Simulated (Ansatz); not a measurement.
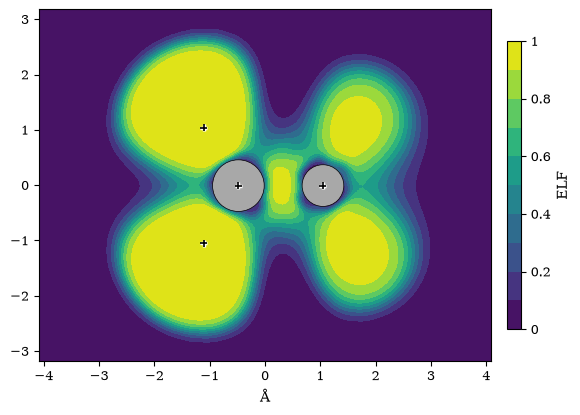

The electron localisation function on a plane through atoms (crosses mark nuclei in the plane; grey discs cover the cores).

Level of theory: Ansatz, isolated molecule in a Gaussian basis; Kohn-Sham density functional theory, functional PBE0.

Candidates:
A. CAgFO (SMILES O=[C](F)[Ag])
B. CH$_{5}$BBe (SMILES [BeH][CH2]B)
C. CH$_{6}$AlN (SMILES C[NH][AlH2])

Question: Which candidate gave the map?

Answer: Candidate B: CH$_{5}$BBe on the plane of atoms C1, B2 and H7, which holds C, B and H. C–B (1.53 Å): the ELF peaks at about 0.95 between the atoms (a covalent bond). B–H (1.22 Å): the ELF climbs to about 1 towards the hydrogen, as it does in any bond to H: a covalent bond by its length.
